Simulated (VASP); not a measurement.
Band structure of Os (hcp). Calculation: MS2 meta-GGA, VASP's PBE PAW potentials (set 64) (plane waves; VASP).

Unless said otherwise, spin-orbit coupling is left out, though it shifts the bands of the heavy elements here.

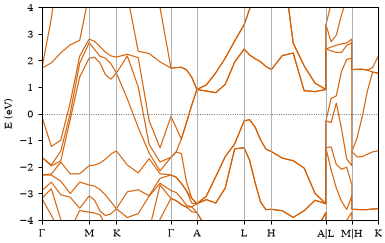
Bands along high-symmetry lines, zero at the valence-band maximum or, without a gap, the Fermi level

**Question.** Read the plot: is there a gap, and where are the band edges?

**Answer.** It has no gap at this level: it comes out as a metal or semimetal.

The compound is Os in the hcp structure. It was relaxed first.
